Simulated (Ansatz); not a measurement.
Si₂H₈O: single-point calculation

Si₂H₈O, SMILES [SiH4].[SiH3]O, computed with RKS PBE0-D4/def2-TZVPPD (Ansatz 0.2.0).

The geometry is a complex of two molecules. The geometry comes from this level: PBE0-D4/def2-TZVP.

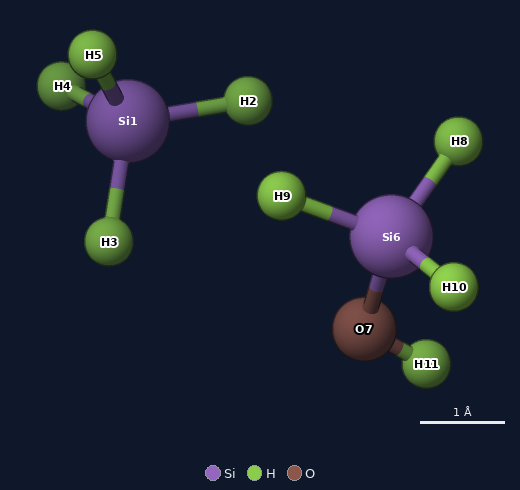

**Figure 1.** The structure (ball-and-stick view, seen at a tilt; atoms are numbered from 1 in the order of the input).

Input:
```yaml
crystal:
  periodic: [false, false, false]
  atoms:
    - {symbol: Si, position_ang: [-0.024270, -0.081261, -2.200050]}
    - {symbol: H, position_ang: [-0.078734, -1.204868, -1.230684]}
    - {symbol: H, position_ang: [-0.844151, 1.051033, -1.705488]}
    - {symbol: H, position_ang: [-0.548408, -0.542629, -3.511719]}
    - {symbol: H, position_ang: [1.385697, 0.355652, -2.365365]}
    - {symbol: Si, position_ang: [0.410656, 0.102519, 1.804454]}
    - {symbol: O, position_ang: [-1.195486, 0.282598, 1.484497]}
    - {symbol: H, position_ang: [0.819606, -1.328543, 1.791759]}
    - {symbol: H, position_ang: [1.121671, 0.837698, 0.732602]}
    - {symbol: H, position_ang: [0.773427, 0.674744, 3.130183]}
    - {symbol: H, position_ang: [-1.819909, -0.146943, 2.069710]}
basis:
  gaussian: {orbitals: "def2-TZVPPD.json"}
hamiltonian: {xc: pbe0, dispersion: d4}
output: {orbitals: {seedname: orbitals}}
```

Hardware: 4 threads of Arm Neoverse N1, 15 GiB of memory available, shared host.

Command:
```bash
ansatz run in.yaml --threads 4 --pin off --events-out ev --progress --plain --max-ram 9574MiB
```

What the program printed:
```
Functional definition: PBE0
  name "PBE0"
  cite "Adamo & Barone, J. Chem. Phys. 110, 6158 (1999) doi:10.1063/1.478522"
  cite "Perdew, Burke & Ernzerhof, Phys. Rev. Lett. 77, 3865 (1996) doi:10.1103/PhysRevLett.77.3865"
  parent pbe
  parameter a = 0.25
  parameter kappa = 0.804
  parameter beta = 0.06672455060314922
  exchange = (1 - a)*pbe_x(kappa = kappa, mu = beta*pi^2/3) + a*exact_x
  correlation = pbe_c(beta = beta)
1300 factors; their error is unknown
mean field evaluation 1: about -17921.0674 eV, gradient 5.2e1 eV
mean field evaluation 2: about -17912.3568 eV, gradient 8.6e1 eV
mean field evaluation 4: about -17925.3925 eV, gradient 1.4e0 eV
mean field evaluation 8: about -17925.4312 eV, gradient 3.6e-1 eV
mean field -17925.43130791 eV, -658.7474502719 hartree, gradient 4.2e-5 eV, S^2 0.000000; 0 other end points of the search recorded, 0 dependent functions left out
reference -17925.43134935 eV, -658.7474517948 hartree; 22, 22 occupied and 250, 250 virtual orbitals, 1300 factors
Total energy: -17925.57255691 eV, -658.7526410771 hartree
```

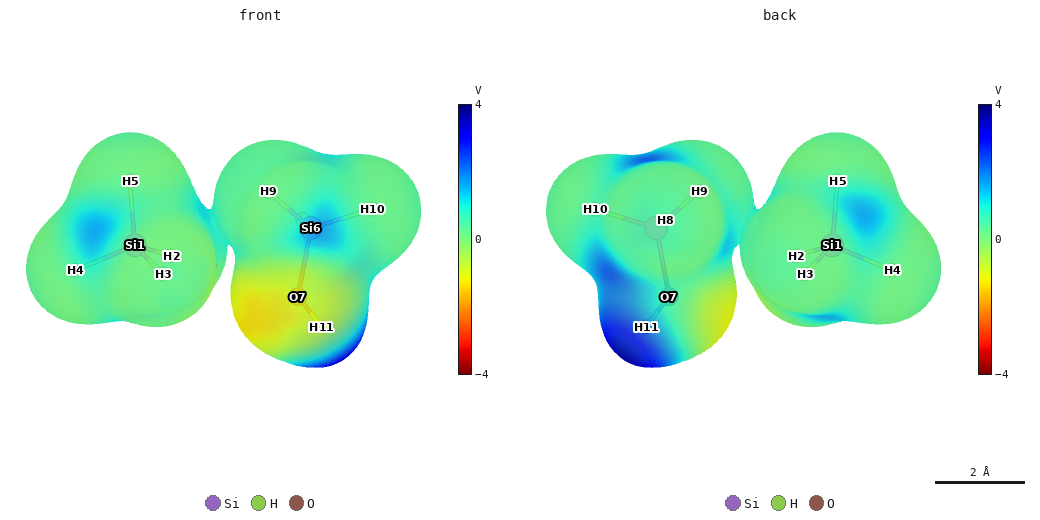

**Figure 2.** The molecular electrostatic potential painted on the density surface at 0.004 e/bohr³, seen face on and from behind; the colour scale runs from red (negative) to blue (positive).

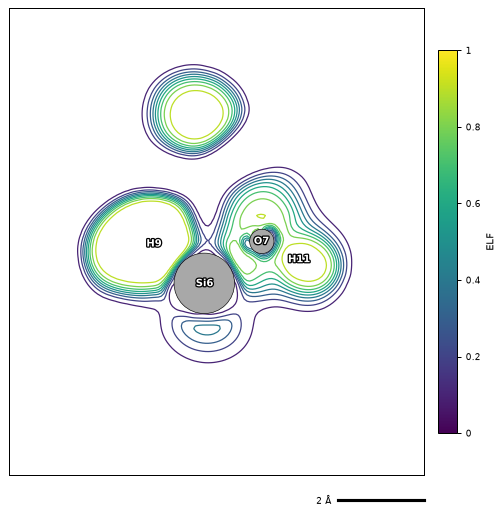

**Figure 3.** ELF on the plane of atoms O7, Si6 and H9. Grey discs, where drawn, cover atomic cores. The section cuts through Si, O and H sites. O–H (0.96 Å): the ELF climbs to about 1 towards the hydrogen, as it does in any bond to H; a covalent bond by its length. Si–H (1.48 Å): the ELF climbs to about 1 towards the hydrogen.

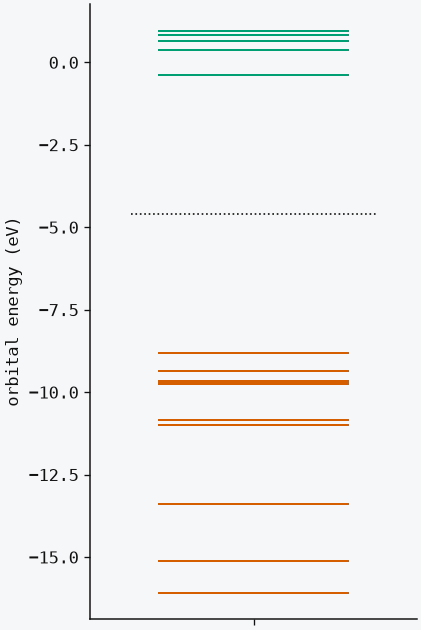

**Figure 4.** Orbital energies near the frontier; the dotted line parts filled from empty levels, and levels within 0.02 eV of each other stand side by side. Highest filled −8.80 eV, lowest empty −0.38 eV, 8.42 eV apart.

Key numbers:

```tsv
quantity	value
outcome	converged
total energy	−17925.5726 eV
mean-field energy	−17925.4313 eV
dispersion energy	−0.1412 eV
SCF solution under orbital rotations	stable
HOMO	−8.80 eV
LUMO	−0.38 eV
wall time	4.6 s (CPU time 17 s)
peak memory	0.63 GiB
```
